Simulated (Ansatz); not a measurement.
# Si3NH9 (trisilylamine): HF/3-21G

Aim: the vertical ionisation energy of Si3NH9 (trisilylamine) at HF/3-21G, from 2 runs. 

The results are computed with Ansatz 0.2.0.

59 further runs of the same task are left out: 59 set aside as unsound or not needed.

## (1) The molecule

Si3NH9: 13 atoms, total charge 0, spin state singlet. As SMILES, `[SiH3]N([SiH3])[SiH3]`. The coordinates come from a PBE0-D4/def2-TZVP relaxation.

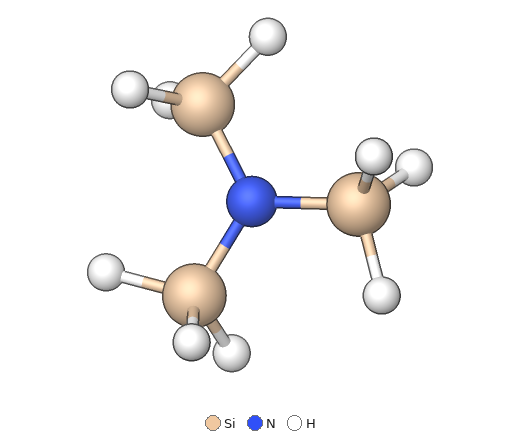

Viewed from a chosen angle; silicon light orange, nitrogen blue, hydrogen white.

## (2) A single-point energy at HF/3-21G

File job.yaml:

```yaml
crystal:
  periodic: [false, false, false]
  atoms:
    - symbol: Si
      position_ang: [-0.519450, 1.440730, -0.815850]
    - symbol: N
      position_ang: [-0.000690, -0.000090, 0.000350]
    - symbol: Si
      position_ang: [0.784860, 0.112060, 1.543580]
    - symbol: Si
      position_ang: [-0.265590, -1.552910, -0.727470]
    - symbol: H
      position_ang: [-1.148110, 1.019270, -2.096710]
    - symbol: H
      position_ang: [-1.512750, 2.195720, -0.007190]
    - symbol: H
      position_ang: [0.625850, 2.343510, -1.105390]
    - symbol: H
      position_ang: [0.020170, -0.607680, 2.596110]
    - symbol: H
      position_ang: [2.158120, -0.455830, 1.496860]
    - symbol: H
      position_ang: [0.862760, 1.555850, 1.894200]
    - symbol: H
      position_ang: [-1.713780, -1.813530, -0.940290]
    - symbol: H
      position_ang: [0.285610, -2.575110, 0.202450]
    - symbol: H
      position_ang: [0.422990, -1.661990, -2.040670]
basis:
  gaussian: {orbitals: 3-21G.json}
output: {orbitals: {seedname: orbitals}}
hamiltonian: {xc: hf}
accuracy: high
```

The basis set 3-21G is read from a file made from the Basis Set Exchange's data (not shown).

Started as:

```
$ ansatz run job.yaml --threads 1 --pin off --max-ram 3480MiB --events-out events.jsonl --progress --plain --runs-dir runs
```

Log:

```text
Warning: RAYON_NUM_THREADS=1 ignored (pool sized by the plan → 1); use --threads N
Functional definition: HF
  name "HF"
  exchange = exact_x
  correlation = 0
1658 factors; integrals over basis functions are off by at most 3.1e-9 eV
mean field evaluation 1: about -25075.3362 eV, gradient 3.0e1 eV
mean field evaluation 2: about -25075.7971 eV, gradient 3.0e1 eV
mean field evaluation 4: about -25077.9821 eV, gradient 2.8e0 eV
mean field evaluation 8: about -25078.0161 eV, gradient 6.1e-2 eV
mean field evaluation 16: about -25078.0161 eV, gradient 1.8e-8 eV
mean field -25078.01612725 eV, -921.6000941866 hartree, gradient 1.8e-8 eV, S^2 0.000000; 0 other end points of the search recorded, 0 dependent functions left out
reference -25078.01612725 eV, -921.6000941866 hartree; 29, 29 occupied and 37, 37 virtual orbitals, 1658 factors
Total energy: -25078.01612725 eV, -921.6000941866 hartree
```

Wall time 1.1 s (1 thread of Arm Neoverse V2, shared host); peak memory 0.18 GiB.

## (3) The doublet cation at the same level

File molecule.yaml:

```yaml
crystal:
  periodic: [false, false, false]
  atoms:
    - {symbol: Si, position_ang: [-0.519450, 1.440730, -0.815850]}
    - {symbol: "N", position_ang: [-0.000690, -0.000090, 0.000350]}
    - {symbol: Si, position_ang: [0.784860, 0.112060, 1.543580]}
    - {symbol: Si, position_ang: [-0.265590, -1.552910, -0.727470]}
    - {symbol: H, position_ang: [-1.148110, 1.019270, -2.096710]}
    - {symbol: H, position_ang: [-1.512750, 2.195720, -0.007190]}
    - {symbol: H, position_ang: [0.625850, 2.343510, -1.105390]}
    - {symbol: H, position_ang: [0.020170, -0.607680, 2.596110]}
    - {symbol: H, position_ang: [2.158120, -0.455830, 1.496860]}
    - {symbol: H, position_ang: [0.862760, 1.555850, 1.894200]}
    - {symbol: H, position_ang: [-1.713780, -1.813530, -0.940290]}
    - {symbol: H, position_ang: [0.285610, -2.575110, 0.202450]}
    - {symbol: H, position_ang: [0.422990, -1.661990, -2.040670]}
basis:
  gaussian:
    orbitals: 3-21G.json
total_charge: 1
magnetization:
  spin_polarized: true
  initial_magnetization: 1
hamiltonian:
  xc: hf
accuracy: high
output:
  orbitals: {seedname: orbitals}
```

The basis set 3-21G is read from a file made from the Basis Set Exchange's data (not shown).

Started as:

```
$ ansatz run molecule.yaml --threads 1 --pin off --max-ram 3480MiB --events-out events.jsonl --progress --plain --runs-dir runs
```

Log:

```text
Warning: RAYON_NUM_THREADS=1 ignored (pool sized by the plan → 1); use --threads N
[... 4 set-up lines as earlier in the session ...]
1657 factors; integrals over basis functions are off by at most 3.3e-9 eV
mean field evaluation 1: about -25064.3179 eV, gradient 2.6e1 eV
mean field evaluation 2: about -25064.7953 eV, gradient 2.7e1 eV
mean field evaluation 4: about -25069.1711 eV, gradient 3.7e0 eV
mean field evaluation 8: about -25069.6267 eV, gradient 4.3e-1 eV
mean field evaluation 16: about -25069.6331 eV, gradient 1.2e-8 eV
mean field -25069.63305703 eV, -921.2920220384 hartree, gradient 3.2e-8 eV, S^2 0.765278; 0 other end points of the search recorded, 0 dependent functions left out
reference -25069.63305703 eV, -921.2920220384 hartree; 29, 28 occupied and 37, 38 virtual orbitals, 1657 factors
Total energy: -25069.63305703 eV, -921.2920220384 hartree
```

Run time: 1.5 s. Hardware: 1 thread of Arm Neoverse V2, shared host; peak memory 0.24 GiB.

## (4) Summary of results

Level: HF/3-21G.

```
                                          quantity          value
                      singlet Si3NH9: total energy  -921.60009 Eh
                       singlet Si3NH9: HOMO energy      -10.38 eV
                       singlet Si3NH9: LUMO energy        3.74 eV
                     singlet Si3NH9: HOMO–LUMO gap       14.12 eV
                      doublet cation: total energy  -921.29202 Eh
doublet cation: HOMO energy (highest over α and β)      -17.56 eV
 doublet cation: LUMO energy (lowest over α and β)       -6.44 eV
                              doublet cation: ⟨S²⟩          0.765
vertical ionisation energy (to the doublet cation)       8.383 eV
```

Removing an electron at fixed nuclei costs 8.38 eV (809 kJ/mol). The negative HOMO energy of the first species, 10.38 eV, lies 2.00 eV above that difference.
